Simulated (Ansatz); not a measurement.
# BGaH₂O (SMILES O=[B][GaH2]): what the fields show

```xyz
5

B    -0.1508    1.7435    1.4843
Ga    1.6971    0.7907    1.5512
O    -1.2210    2.2952    1.4455
H     2.9787    1.6068    1.1848
H     1.7530   -0.7152    1.9660
```

Geometry: PBE0-D3(BJ)/def2-SVP.

All numbers below come from isolated molecule in a Gaussian basis; Kohn-Sham density functional theory, functional PBE0 (Ansatz).

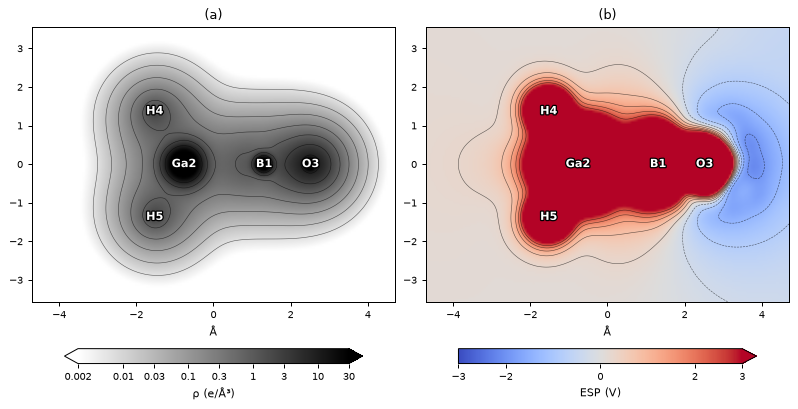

Figure 1. (a) electron density; (b) molecular electrostatic potential on the molecular plane.

Q: Read the bonding off the picture.

A:
- The section cuts through B, Ga, O and H sites.
- B–O (1.20 Å): ρ is about 3.1 e/Å³ halfway.
- Ga–B (2.08 Å): the density is about 0.65 e/Å³ at the midpoint.
- Ga–H (1.56 Å): ρ at the midpoint is about 1 e/Å³.
- Outside the dense part of the molecule the potential is most negative (−2.1 V) near O3.

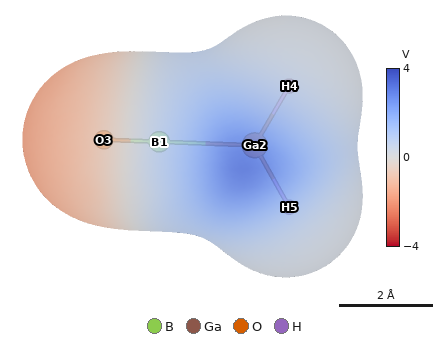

Figure 2. The molecular electrostatic potential painted on the density surface at 0.001 e/bohr³, seen at a tilt; red is negative and blue positive.

Q: Where is the surface potential most negative and most positive?

A: The most negative region (about −1.6 V) lies over O3, the most positive (about +3.1 V) over Ga2. O3 is the likeliest acceptor of a hydrogen bond.

Q: How polar is the molecule by this calculation?

A: Its dipole moment is 3.33 D.

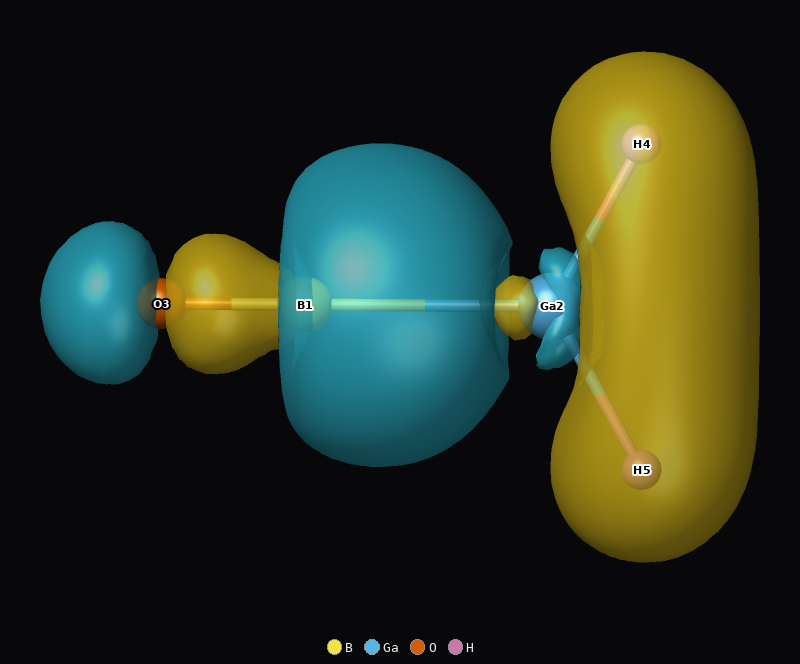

Figure 3. The HOMO−1 at ±0.1 Å⁻³ᐟ² (yellow and cyan are the two phases), seen across its widest extent.

Q: Describe this orbital and give its energy.

A: It lies mainly on B1 (about 35 %), Ga2 (about 35 %), H4 (about 10 %), H5 (about 10 %) and O3 (about 10 %); it is symmetric in the molecular plane (an in-plane orbital: σ, lone-pair or in-plane π type). Its energy is −9.46 eV.

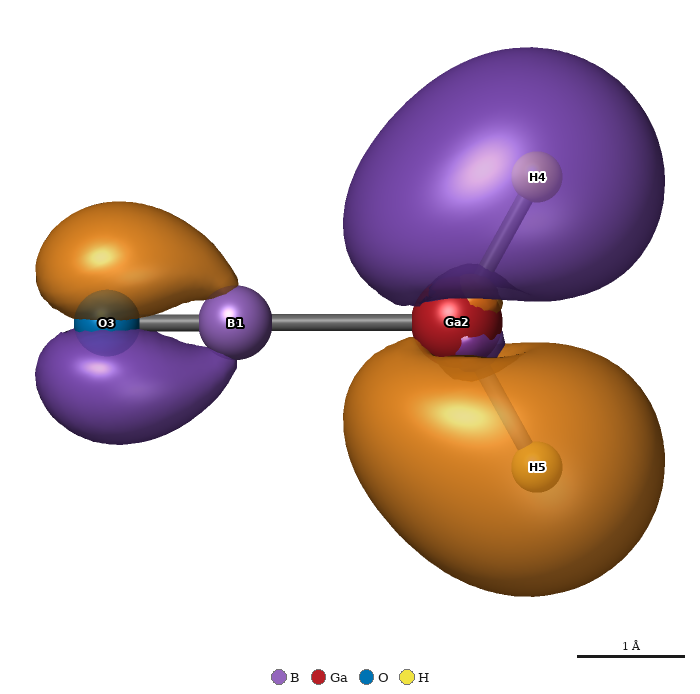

Figure 4. The HOMO at ±0.08 Å⁻³ᐟ² (orange and purple are the two phases), seen across its widest extent.

Q: Describe this orbital and give its energy.

A: By Hirshfeld shares it lies mainly on Ga2 (about 35 %), H4 (about 25 %), H5 (about 25 %) and O3 (about 10 %); it is symmetric in the molecular plane (an in-plane orbital: σ, lone-pair or in-plane π type). Its energy is −9.28 eV.
